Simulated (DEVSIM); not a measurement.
Structure: abrupt Si p-n junction, at 350 K.

```csv
layer (left to right),material,thickness (μm),Nd (cm⁻³),Na (cm⁻³),τn (s),τp (s)
1,Si,63.0,-,2.2e17,1.9e-5,1.9e-5
2,Si,16.0,1.7e17,-,1.9e-5,1.9e-5
```

Left contact: ohmic. Right contact: ohmic. Voltage is applied to the left contact. Recombination: SRH at mid-gap. Mobility is μmin + (μ − μmin)/(1 + (N/Nref)^α).

The device is made up for the run: typed textbook-type constants, with dimensions and the other settings drawn at random. Values at 300 K; Nc and Nv go as T^1.5, mobilities as T to minus their exponent, the gap by Varshni's rule with the affinity fixed.

| parameter | Si |
|---|---|
| gap (eV) | 1.124 |
| affinity (eV) | 4.05 |
| permittivity | 11.7 |
| Nc (cm⁻³) | 2.86e19 |
| Nv (cm⁻³) | 3.1e19 |
| μn (cm²/Vs) | 1417 |
| μp (cm²/Vs) | 470 |
| μn,min | 52 |
| μp,min | 45 |
| Nref,n | 9.7e16 |
| Nref,p | 2.2e17 |
| αn | 0.68 |
| αp | 0.72 |
| T exponent of μn | 2.3 |
| T exponent of μp | 2.2 |
| Varshni α (eV/K) | 0.000473 |
| Varshni β (K) | 636 |

DEVSIM, 1D drift-diffusion, Boltzmann statistics, complete ionisation; no tunnelling, impact ionisation, image-force lowering or self-heating.

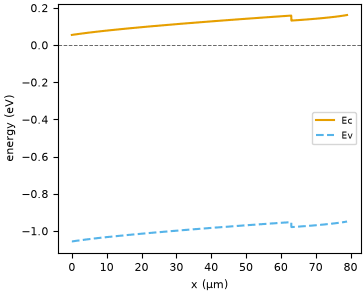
*Band edges at 0.9 V on the left contact*

Energies count from the Fermi level of the right contact; mesh points crowd at the junctions.

```json
[
 {"x (μm)": "0.000", "Ec (eV)": "0.055", "Ev (eV)": "-1.056", "n (cm⁻³)": "650000", "p (cm⁻³)": "2.2e17", "field (V/cm)": "28"},
 {"x (μm)": "0.05124", "Ec (eV)": "0.055", "Ev (eV)": "-1.056", "n (cm⁻³)": "3.1e14", "p (cm⁻³)": "2.2e17", "field (V/cm)": "28"},
 {"x (μm)": "0.2118", "Ec (eV)": "0.055", "Ev (eV)": "-1.056", "n (cm⁻³)": "1.3e15", "p (cm⁻³)": "2.2e17", "field (V/cm)": "28"},
 {"x (μm)": "0.6854", "Ec (eV)": "0.056", "Ev (eV)": "-1.054", "n (cm⁻³)": "4.1e15", "p (cm⁻³)": "2.2e17", "field (V/cm)": "27"},
 {"x (μm)": "3.318", "Ec (eV)": "0.063", "Ev (eV)": "-1.048", "n (cm⁻³)": "1.8e16", "p (cm⁻³)": "2.4e17", "field (V/cm)": "24"},
 {"x (μm)": "10.03", "Ec (eV)": "0.078", "Ev (eV)": "-1.033", "n (cm⁻³)": "4.4e16", "p (cm⁻³)": "2.6e17", "field (V/cm)": "20"},
 {"x (μm)": "31.48", "Ec (eV)": "0.115", "Ev (eV)": "-0.996", "n (cm⁻³)": "9.1e16", "p (cm⁻³)": "3.1e17", "field (V/cm)": "15"},
 {"x (μm)": "55.77", "Ec (eV)": "0.149", "Ev (eV)": "-0.962", "n (cm⁻³)": "1.2e17", "p (cm⁻³)": "3.4e17", "field (V/cm)": "13"},
 {"x (μm)": "60.71", "Ec (eV)": "0.156", "Ev (eV)": "-0.955", "n (cm⁻³)": "1.3e17", "p (cm⁻³)": "3.5e17", "field (V/cm)": "13"},
 {"x (μm)": "62.28", "Ec (eV)": "0.158", "Ev (eV)": "-0.953", "n (cm⁻³)": "1.3e17", "p (cm⁻³)": "3.5e17", "field (V/cm)": "13"},
 {"x (μm)": "62.79", "Ec (eV)": "0.158", "Ev (eV)": "-0.952", "n (cm⁻³)": "1.3e17", "p (cm⁻³)": "3.5e17", "field (V/cm)": "13"},
 {"x (μm)": "62.97", "Ec (eV)": "0.158", "Ev (eV)": "-0.952", "n (cm⁻³)": "1.3e17", "p (cm⁻³)": "3.5e17", "field (V/cm)": "-260"},
 {"x (μm)": "63.01", "Ec (eV)": "0.135", "Ev (eV)": "-0.976", "n (cm⁻³)": "2.8e17", "p (cm⁻³)": "1.6e17", "field (V/cm)": "-5100"},
 {"x (μm)": "63.08", "Ec (eV)": "0.132", "Ev (eV)": "-0.979", "n (cm⁻³)": "3.1e17", "p (cm⁻³)": "1.4e17", "field (V/cm)": "12"},
 {"x (μm)": "63.45", "Ec (eV)": "0.132", "Ev (eV)": "-0.979", "n (cm⁻³)": "3.1e17", "p (cm⁻³)": "1.4e17", "field (V/cm)": "13"},
 {"x (μm)": "64.39", "Ec (eV)": "0.133", "Ev (eV)": "-0.977", "n (cm⁻³)": "3.0e17", "p (cm⁻³)": "1.3e17", "field (V/cm)": "13"},
 {"x (μm)": "67.38", "Ec (eV)": "0.138", "Ev (eV)": "-0.973", "n (cm⁻³)": "2.8e17", "p (cm⁻³)": "1.1e17", "field (V/cm)": "15"},
 {"x (μm)": "74.30", "Ec (eV)": "0.149", "Ev (eV)": "-0.961", "n (cm⁻³)": "2.2e17", "p (cm⁻³)": "5.1e16", "field (V/cm)": "21"},
 {"x (μm)": "77.97", "Ec (eV)": "0.158", "Ev (eV)": "-0.952", "n (cm⁻³)": "1.8e17", "p (cm⁻³)": "1.3e16", "field (V/cm)": "29"},
 {"x (μm)": "78.69", "Ec (eV)": "0.161", "Ev (eV)": "-0.950", "n (cm⁻³)": "1.7e17", "p (cm⁻³)": "4.0e15", "field (V/cm)": "32"},
 {"x (μm)": "78.92", "Ec (eV)": "0.161", "Ev (eV)": "-0.949", "n (cm⁻³)": "1.7e17", "p (cm⁻³)": "1.1e15", "field (V/cm)": "33"},
 {"x (μm)": "79.00", "Ec (eV)": "0.162", "Ev (eV)": "-0.949", "n (cm⁻³)": "1.7e17", "p (cm⁻³)": "840000", "field (V/cm)": "33"}
]
```
